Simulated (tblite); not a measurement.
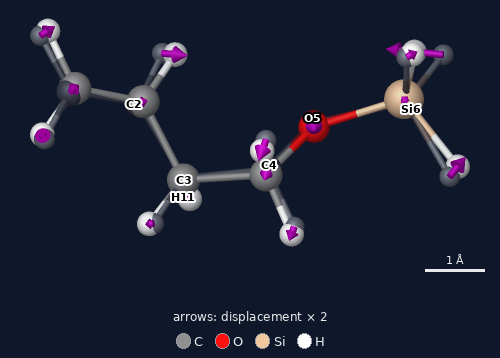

This is a relaxation of C₄H₁₀OSi. The starting structure is drawn faded, the final one solid; purple arrows show the displacements, 2 times their true length. The two geometries are superimposed by the best rigid fit.

Style: ball-and-stick. Shown face on.

Computed with GFN2-xTB geometry optimisation, gas phase in tblite. 

Question: Atoms of which element are displaced furthest, and by how much?

Answer: Hydrogen: up to 0.51 Å, against 0.20 Å for oxygen.

Question: What did the optimiser do to the structure, and how much energy did it gain?

Answer: After 72 geometry steps the energy has fallen by 4.45 kcal/mol. The largest move after the best rigid fit is that of an H atom, 0.51 Å. Largest moves by element: H 0.51 Å, O 0.20 Å, C 0.12 Å, Si 0.06 Å. Among the contacts that change: O–Si 1.662 → 1.617 Å, C–C 1.355 → 1.319 Å, C–O 1.429 → 1.396 Å, H–Si 1.474 → 1.453 Å. Bond angles that change, for instance: O–Si–H 110.2° → 99.0°, C–O–Si 118.8° → 129.9°, H–Si–H 110.4° → 113.5°. The run took 0.4 s on 1 thread of Arm Neoverse V1, on a shared host.
